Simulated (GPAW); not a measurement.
# Run report: SiH3, geometry relaxation (part 3 of 4)

Continued. System: SiH3, multiplicity 2, SMILES [SiH3]. Method: WC/plane waves, UKS, scalar-relativistic datasets (GPAW 26.7.0). The atoms were displaced at random from an optimised geometry.

Geometry of the input (Å):
```
Si 0.2333  -0.0454  -0.1838
H  0.5913  0.6677  1.1178
H  -0.2420  -1.3848  -0.0406
H  -0.6954  0.7853  -1.0188
```

## What the program printed, continued
```
SCF iterations
|iter     |     time |      energy | eigst |  dens |  magmom |
|---------|----------|-------------|-------|-------|---------|
|iter:   1| 00:01:31 |  -13.942642c| -3.57 |       |  +1.0018|
|iter:   2| 00:01:33 |  -13.942632c| -5.27 | -2.56 |  +1.0017|
|iter:   3| 00:01:34 |  -13.942571c| -5.17 | -2.59 |  +1.0010|
|iter:   4| 00:01:36 |  -13.942567c| -5.73 | -2.87 |  +1.0003|
|iter:   5| 00:01:38 |  -13.942567c| -6.87 | -3.30 |  +1.0001|
|iter:   6| 00:01:40 |  -13.942567c| -7.82c| -3.88 |  +1.0000|
|iter:   7| 00:01:42 |  -13.942567c| -8.16c| -4.39c|  +1.0000|

Converged in 7 steps
SCF loop duration: 11.139 s (1.591 s/step)
Energy contributions relative to reference atoms: (reference = -7916.985151)

Energy contributions:
  Kinetic:          15.029326
  Coulomb:         -16.560605
  Zero:             -0.013405
  External:          0.000000
  Xc:              -12.397883
  Entropy:           0.000000
  Spinorbit:         0.000000
  ----------------------------
  Free energy:     -13.942567
  Extrapolated:    -13.942567

dipole moment: (0.005319, 0.000357, -0.000533)  # |e|*Ang

Total magnetic moment: (0.000000, 0.000000, 0.999998)

Local magnetic moments
|        x |        y |        z |
|----------|----------|----------|
| 0.000000 | 0.000000 | 0.301284 |  # Si   0
| 0.000000 | 0.000000 | 0.003781 |  # H    1
| 0.000000 | 0.000000 | 0.003621 |  # H    2
| 0.000000 | 0.000000 | 0.003532 |  # H    3

Fermi levels: -1.926, -4.237
Eigenvalues  # (at kpt = [0.000, 0.000, 0.000])
| band index |      eig [eV] | occ [0-1] |      eig [eV] | occ [0-1] |
|------------|---------------|-----------|---------------|-----------|
|          0 |       -13.129 |     1.000 |       -12.624 |     1.000 |
|          1 |        -8.530 |     1.000 |        -8.346 |     1.000 |
|          2 |        -8.500 |     1.000 |        -8.316 |     1.000 |
|          3 |        -5.160 |     1.000 |        -3.315 |     0.000 |
|          4 |        -0.538 |     0.000 |        -0.355 |     0.000 |
|          5 |        -0.012 |     0.000 |         0.333 |     0.000 |
|          6 |         0.011 |     0.000 |         0.387 |     0.000 |

Gap: 2.777 eV
Transition (v -> c):
  (s=1, k=0, n=3, [0.00, 0.00, 0.00]) -> (s=0, k=0, n=4, [0.00, 0.00, 0.00])
No difference between direct/indirect transitions
vacuum-level: 0.148  # V

Forces  # eV/Ang
|        x |        y |        z |
|----------|----------|----------|
| -0.06210 | -0.01787 |  0.01539 |  # Si   0
| -0.02481 | -0.04388 | -0.06381 |  # H    1
|  0.04147 |  0.07957 |  0.01121 |  # H    2
|  0.04554 | -0.01788 |  0.03707 |  # H    3

Force computation time: 0.452  # s
LBFGS:    6 00:01:42      -13.942567        0.090424
        .----------------------------.
       /|                            |
      / |                            |
     /  |                            |
    /   |                            |
   /    |                            |
  /     |                            |
 *      |                            |
 |      |                            |
 |      |            H               |
 |      |                            |
 |      |           Si               |
 |      |         H                  |
 |      |                            |
 |      |                            |
 |      .----------------------------.
 |     /                            /
 |    /                            /
 |   /                            /
 |  /                            /
 | /                            /
 |/                            /
 *----------------------------*

Atoms  # Å, Bohr magnetons
|   | symbol |        x |        y |        z |    initial magnetic moments |
|---|--------|----------|----------|----------|-----------------------------|
| 0 |     Si | 6.317831 | 6.284377 | 5.743132 | ( 0.0000,  0.0000,  0.3013) |
| 1 |      H | 6.620804 | 6.944979 | 7.054982 | ( 0.0000,  0.0000,  0.0038) |
| 2 |      H | 5.804466 | 4.892083 | 5.939630 | ( 0.0000,  0.0000,  0.0036) |
| 3 |      H | 5.352284 | 7.100362 | 4.938785 | ( 0.0000,  0.0000,  0.0035) |

Unit cell  # Å
| periodic |         x |         y |         z |   lengths |    angles |
|----------|-----------|-----------|-----------|-----------|-----------|
|       no | 12.000000 |  0.000000 |  0.000000 | 12.000000 | 90.000000 |
|       no |  0.000000 | 12.000000 |  0.000000 | 12.000000 | 90.000000 |
|       no |  0.000000 |  0.000000 | 12.000000 | 12.000000 | 90.000000 |

Initialization done in: 1.486 s

convergence criteria:
- Maximum [total energy] change in last 3 cyles: 0.0005 eV / valence electron
- Maximum integral of absolute [dens]ity change: 0.0001 electrons / valence electron
- Maximum integral of absolute [eigenst]ate change: 4e-08 eV^2 / valence electron
maximum number of iterations: 100

SCF iterations
|iter     |     time |      energy | eigst |  dens |  magmom |
|---------|----------|-------------|-------|-------|---------|
|iter:   1| 00:01:44 |  -13.943132c| -4.01 |       |  +1.0005|
|iter:   2| 00:01:46 |  -13.943114c| -5.67 | -2.65 |  +1.0005|
|iter:   3| 00:01:47 |  -13.943030c| -5.17 | -2.69 |  +1.0003|
|iter:   4| 00:01:49 |  -13.943019c| -5.78 | -3.10 |  +1.0001|
|iter:   5| 00:01:51 |  -13.943019c| -7.10 | -3.41 |  +1.0000|
|iter:   6| 00:01:53 |  -13.943019c| -7.73c| -4.07c|  +1.0000|

Converged in 6 steps
SCF loop duration: 9.306 s (1.551 s/step)
Energy contributions relative to reference atoms: (reference = -7916.985151)

Energy contributions:
  Kinetic:          15.209628
  Coulomb:         -16.702393
  Zero:             -0.013531
  External:          0.000000
  Xc:              -12.436722
  Entropy:           0.000000
  Spinorbit:         0.000000
  ----------------------------
  Free energy:     -13.943019
  Extrapolated:    -13.943019

dipole moment: (0.004937, -0.000998, -0.002098)  # |e|*Ang

Total magnetic moment: (0.000000, 0.000000, 1.000003)

Local magnetic moments
|        x |        y |        z |
|----------|----------|----------|
| 0.000000 | 0.000000 | 0.301322 |  # Si   0
| 0.000000 | 0.000000 | 0.003753 |  # H    1
| 0.000000 | 0.000000 | 0.003700 |  # H    2
| 0.000000 | 0.000000 | 0.003625 |  # H    3

Fermi levels: -1.926, -4.242
Eigenvalues  # (at kpt = [0.000, 0.000, 0.000])
| band index |      eig [eV] | occ [0-1] |      eig [eV] | occ [0-1] |
|------------|---------------|-----------|---------------|-----------|
|          0 |       -13.136 |     1.000 |       -12.631 |     1.000 |
|          1 |        -8.524 |     1.000 |        -8.339 |     1.000 |
|          2 |        -8.509 |     1.000 |        -8.325 |     1.000 |
|          3 |        -5.165 |     1.000 |        -3.318 |     0.000 |
|          4 |        -0.534 |     0.000 |        -0.352 |     0.000 |
|          5 |        -0.005 |     0.000 |         0.339 |     0.000 |
|          6 |         0.008 |     0.000 |         0.387 |     0.000 |

Gap: 2.785 eV
Transition (v -> c):
  (s=1, k=0, n=3, [0.00, 0.00, 0.00]) -> (s=0, k=0, n=4, [0.00, 0.00, 0.00])
No difference between direct/indirect transitions
vacuum-level: 0.148  # V

Forces  # eV/Ang
|        x |        y |        z |
|----------|----------|----------|
| -0.03569 |  0.03709 |  0.02685 |  # Si   0
| -0.01353 | -0.03572 | -0.05600 |  # H    1
|  0.01521 |  0.01632 |  0.00724 |  # H    2
|  0.03390 | -0.01757 |  0.02180 |  # H    3

Force computation time: 0.493  # s
LBFGS:    7 00:01:53      -13.943019        0.067789
        .----------------------------.
       /|                            |
      / |                            |
     /  |                            |
    /   |                            |
   /    |                            |
  /     |                            |
 *      |                            |
 |      |                            |
 |      |            H               |
 |      |                            |
 |      |           Si               |
 |      |         H                  |
 |      |                            |
 |      |                            |
 |      .----------------------------.
 |     /                            /
 |    /                            /
 |   /                            /
 |  /                            /
 | /                            /
 |/                            /
 *----------------------------*

Atoms  # Å, Bohr magnetons
|   | symbol |        x |        y |        z |    initial magnetic moments |
|---|--------|----------|----------|----------|-----------------------------|
| 0 |     Si | 6.317073 | 6.284266 | 5.742740 | ( 0.0000,  0.0000,  0.3013) |
| 1 |      H | 6.619597 | 6.943340 | 7.053188 | ( 0.0000,  0.0000,  0.0038) |
| 2 |      H | 5.805491 | 4.893705 | 5.940776 | ( 0.0000,  0.0000,  0.0037) |
| 3 |      H | 5.353224 | 7.100492 | 4.939819 | ( 0.0000,  0.0000,  0.0036) |

Unit cell  # Å
| periodic |         x |         y |         z |   lengths |    angles |
|----------|-----------|-----------|-----------|-----------|-----------|
|       no | 12.000000 |  0.000000 |  0.000000 | 12.000000 | 90.000000 |
|       no |  0.000000 | 12.000000 |  0.000000 | 12.000000 | 90.000000 |
|       no |  0.000000 |  0.000000 | 12.000000 | 12.000000 | 90.000000 |

Initialization done in: 1.479 s

convergence criteria:
- Maximum [total energy] change in last 3 cyles: 0.0005 eV / valence electron
- Maximum integral of absolute [dens]ity change: 0.0001 electrons / valence electron
- Maximum integral of absolute [eigenst]ate change: 4e-08 eV^2 / valence electron
maximum number of iterations: 100

SCF iterations
|iter     |     time |      energy | eigst |  dens |  magmom |
|---------|----------|-------------|-------|-------|---------|
|iter:   1| 00:01:55 |  -13.943295c| -4.42 |       |  +0.9999|
|iter:   2| 00:01:57 |  -13.943282c| -5.98 | -2.79 |  +0.9999|
|iter:   3| 00:01:59 |  -13.943215c| -5.30 | -2.83 |  +0.9999|
|iter:   4| 00:02:01 |  -13.943208c| -6.16 | -3.38 |  +1.0000|
|iter:   5| 00:02:02 |  -13.943208c| -7.21 | -3.56 |  +1.0000|
|iter:   6| 00:02:04 |  -13.943208c| -7.92c| -4.21c|  +1.0000|

Converged in 6 steps
SCF loop duration: 9.326 s (1.554 s/step)
Energy contributions relative to reference atoms: (reference = -7916.985151)

Energy contributions:
  Kinetic:          15.391387
  Coulomb:         -16.845693
  Zero:             -0.013634
  External:          0.000000
  Xc:              -12.475269
  Entropy:           0.000000
  Spinorbit:         0.000000
  ----------------------------
  Free energy:     -13.943208
  Extrapolated:    -13.943208

dipole moment: (0.004408, -0.001129, -0.002454)  # |e|*Ang

Total magnetic moment: (0.000000, 0.000000, 0.999999)

Local magnetic moments
|        x |        y |        z |
|----------|----------|----------|
| 0.000000 | 0.000000 | 0.301365 |  # Si   0
| 0.000000 | 0.000000 | 0.003681 |  # H    1
| 0.000000 | 0.000000 | 0.003668 |  # H    2
| 0.000000 | 0.000000 | 0.003616 |  # H    3

Fermi levels: -1.923, -4.240
Eigenvalues  # (at kpt = [0.000, 0.000, 0.000])
| band index |      eig [eV] | occ [0-1] |      eig [eV] | occ [0-1] |
|------------|---------------|-----------|---------------|-----------|
|          0 |       -13.142 |     1.000 |       -12.638 |     1.000 |
|          1 |        -8.526 |     1.000 |        -8.342 |     1.000 |
|          2 |        -8.516 |     1.000 |        -8.332 |     1.000 |
|          3 |        -5.164 |     1.000 |        -3.316 |     0.000 |
|          4 |        -0.531 |     0.000 |        -0.349 |     0.000 |
|          5 |        -0.002 |     0.000 |         0.342 |     0.000 |
|          6 |         0.013 |     0.000 |         0.392 |     0.000 |

Gap: 2.786 eV
Transition (v -> c):
  (s=1, k=0, n=3, [0.00, 0.00, 0.00]) -> (s=0, k=0, n=4, [0.00, 0.00, 0.00])
No difference between direct/indirect transitions
vacuum-level: 0.148  # V

Forces  # eV/Ang
|        x |        y |        z |
|----------|----------|----------|
| -0.01163 |  0.03917 |  0.01685 |  # Si   0
| -0.00434 | -0.01900 | -0.02832 |  # H    1
|  0.00147 | -0.01503 |  0.00646 |  # H    2
|  0.01435 | -0.00518 |  0.00495 |  # H    3

Force computation time: 0.478  # s
LBFGS:    8 00:02:05      -13.943208        0.044194
        .----------------------------.
       /|                            |
      / |                            |
     /  |                            |
    /   |                            |
   /    |                            |
  /     |                            |
 *      |                            |
 |      |                            |
 |      |            H               |
 |      |                            |
 |      |           Si               |
 |      |         H                  |
 |      |                            |
 |      |                            |
 |      .----------------------------.
 |     /                            /
 |    /                            /
 |   /                            /
 |  /                            /
 | /                            /
 |/                            /
 *----------------------------*

Atoms  # Å, Bohr magnetons
|   | symbol |        x |        y |        z |    initial magnetic moments |
|---|--------|----------|----------|----------|-----------------------------|
| 0 |     Si | 6.316576 | 6.284844 | 5.742954 | ( 0.0000,  0.0000,  0.3014) |
| 1 |      H | 6.619212 | 6.942572 | 7.052202 | ( 0.0000,  0.0000,  0.0037) |
| 2 |      H | 5.805836 | 4.893967 | 5.941173 | ( 0.0000,  0.0000,  0.0037) |
| 3 |      H | 5.353759 | 7.100418 | 4.940192 | ( 0.0000,  0.0000,  0.0036) |

Unit cell  # Å
| periodic |         x |         y |         z |   lengths |    angles |
|----------|-----------|-----------|-----------|-----------|-----------|
|       no | 12.000000 |  0.000000 |  0.000000 | 12.000000 | 90.000000 |
|       no |  0.000000 | 12.000000 |  0.000000 | 12.000000 | 90.000000 |
|       no |  0.000000 |  0.000000 | 12.000000 | 12.000000 | 90.000000 |

Initialization done in: 1.484 s

convergence criteria:
- Maximum [total energy] change in last 3 cyles: 0.0005 eV / valence electron
- Maximum integral of absolute [dens]ity change: 0.0001 electrons / valence electron
- Maximum integral of absolute [eigenst]ate change: 4e-08 eV^2 / valence electron
maximum number of iterations: 100

SCF iterations
|iter     |     time |      energy | eigst |  dens |  magmom |
|---------|----------|-------------|-------|-------|---------|
|iter:   1| 00:02:07 |  -13.943284c| -5.02 |       |  +0.9998|
|iter:   2| 00:02:08 |  -13.943280c| -6.61 | -3.07 |  +0.9998|
|iter:   3| 00:02:10 |  -13.943261c| -5.74 | -3.12 |  +0.9999|
|iter:   4| 00:02:12 |  -13.943260c| -6.91 | -3.66 |  +1.0000|
|iter:   5| 00:02:14 |  -13.943260c| -7.87c| -3.86 |  +1.0000|
|iter:   6| 00:02:15 |  -13.943260c| -8.55c| -4.49c|  +1.0000|

Converged in 6 steps
SCF loop duration: 9.370 s (1.562 s/step)
Energy contributions relative to reference atoms: (reference = -7916.985151)

Energy contributions:
  Kinetic:          15.476151
  Coulomb:         -16.912620
  Zero:             -0.013671
  External:          0.000000
  Xc:              -12.493120
  Entropy:           0.000000
  Spinorbit:         0.000000
  ----------------------------
  Free energy:     -13.943260
  Extrapolated:    -13.943260

dipole moment: (0.004264, -0.000563, -0.002266)  # |e|*Ang

Total magnetic moment: (0.000000, 0.000000, 0.999999)

Local magnetic moments
|        x |        y |        z |
|----------|----------|----------|
| 0.000000 | 0.000000 | 0.301402 |  # Si   0
| 0.000000 | 0.000000 | 0.003637 |  # H    1
| 0.000000 | 0.000000 | 0.003622 |  # H    2
| 0.000000 | 0.000000 | 0.003592 |  # H    3

Fermi levels: -1.922, -4.238
Eigenvalues  # (at kpt = [0.000, 0.000, 0.000])
| band index |      eig [eV] | occ [0-1] |      eig [eV] | occ [0-1] |
|------------|---------------|-----------|---------------|-----------|
|          0 |       -13.146 |     1.000 |       -12.641 |     1.000 |
|          1 |        -8.527 |     1.000 |        -8.342 |     1.000 |
|          2 |        -8.520 |     1.000 |        -8.336 |     1.000 |
|          3 |        -5.162 |     1.000 |        -3.314 |     0.000 |
|          4 |        -0.529 |     0.000 |        -0.348 |     0.000 |
|          5 |        -0.001 |     0.000 |         0.342 |     0.000 |
|          6 |         0.017 |     0.000 |         0.395 |     0.000 |

Gap: 2.785 eV
Transition (v -> c):
  (s=1, k=0, n=3, [0.00, 0.00, 0.00]) -> (s=0, k=0, n=4, [0.00, 0.00, 0.00])
No difference between direct/indirect transitions
vacuum-level: 0.148  # V

Forces  # eV/Ang
|        x |        y |        z |
|----------|----------|----------|
| -0.00386 |  0.01526 |  0.00477 |  # Si   0
|  0.00081 | -0.00571 | -0.00558 |  # H    1
|  0.00085 | -0.01421 |  0.00488 |  # H    2
|  0.00215 |  0.00450 | -0.00414 |  # H    3

Force computation time: 0.502  # s
LBFGS:    9 00:02:16      -13.943260        0.016446
        .----------------------------.
       /|                            |
      / |                            |
     /  |                            |
    /   |                            |
   /    |                            |
  /     |                            |
 *      |                            |
 |      |                            |
 |      |            H               |
 |      |                            |
 |      |           Si               |
 |      |         H                  |
 |      |                            |
 |      |                            |
 |      .----------------------------.
 |     /                            /
 |    /                            /
 |   /                            /
 |  /                            /
 | /                            /
 |/                            /
 *----------------------------*

Atoms  # Å, Bohr magnetons
|   | symbol |        x |        y |        z |    initial magnetic moments |
|---|--------|----------|----------|----------|-----------------------------|
| 0 |     Si | 6.316437 | 6.285193 | 5.743080 | ( 0.0000,  0.0000,  0.3014) |
| 1 |      H | 6.619193 | 6.942389 | 7.051990 | ( 0.0000,  0.0000,  0.0036) |
| 2 |      H | 5.805887 | 4.893737 | 5.941291 | ( 0.0000,  0.0000,  0.0036) |
| 3 |      H | 5.353863 | 7.100479 | 4.940158 | ( 0.0000,  0.0000,  0.0036) |

Unit cell  # Å
| periodic |         x |         y |         z |   lengths |    angles |
|----------|-----------|-----------|-----------|-----------|-----------|
|       no | 12.000000 |  0.000000 |  0.000000 | 12.000000 | 90.000000 |
|       no |  0.000000 | 12.000000 |  0.000000 | 12.000000 | 90.000000 |
|       no |  0.000000 |  0.000000 | 12.000000 | 12.000000 | 90.000000 |

Initialization done in: 1.473 s

convergence criteria:
- Maximum [total energy] change in last 3 cyles: 0.0005 eV / valence electron
- Maximum integral of absolute [dens]ity change: 0.0001 electrons / valence electron
- Maximum integral of absolute [eigenst]ate change: 4e-08 eV^2 / valence electron
maximum number of iterations: 100

SCF iterations
```

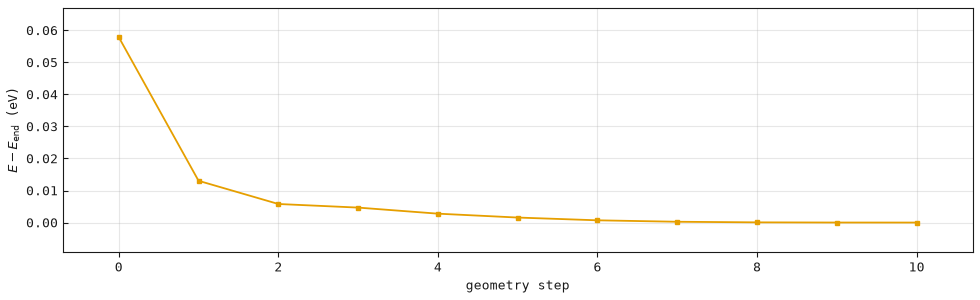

**Figure 1.** Progress of the relaxation, step by step (steps are counted from 0).

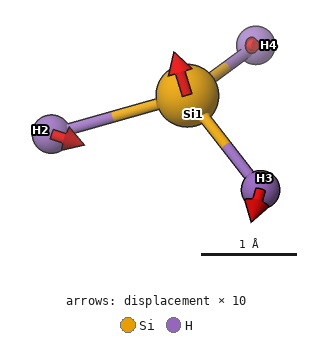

**Figure 2.** The starting structure with the displacements as red arrows, magnified 10 times (ball-and-stick view, seen at a tilt). The two geometries are laid on each other by the best rigid fit. Over 10 geometry steps the energy falls by 0.058 eV. Largest force component: 1.6 eV/Å at the start, 0.0067 eV/Å at the end. The largest move after the best rigid fit is that of Si1, 0.050 Å. By element the largest moves are Si 0.050 Å, H 0.039 Å. Distances before and after: Si1–H3 1.428 → 1.495 Å, Si1–H2 1.527 → 1.496 Å, Si1–H4 1.500 → 1.495 Å. Among the angles that change: H2–Si1–H3 115.5° → 111.2°. (Atoms are counted from 1 in the order of the input.)
